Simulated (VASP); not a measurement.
Shape and ions are relaxed at each volume.

Energy against volume of Lu (hcp). These are r2SCAN meta-GGA, VASP's PBE PAW potentials (set 64) (plane waves; VASP) values and carry that method's errors.

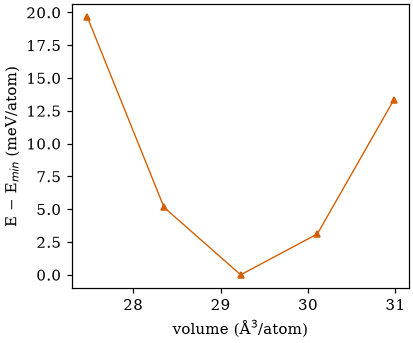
Figure: Energy against volume

Estimate the equilibrium volume and the bulk modulus.

The minimum lies near 29.3 Å³/atom, and the curvature gives B0 of about 49 GPa.

Measured: bulk modulus 47.6 GPa (computed value off by +3.7 %), as given by Wikipedia, Lutetium (infobox). The calculation is for a static lattice, while the measured bulk modulus holds thermal and zero-point effects, which are part of the difference.

The compound is Lu in the hcp structure. It was relaxed first.
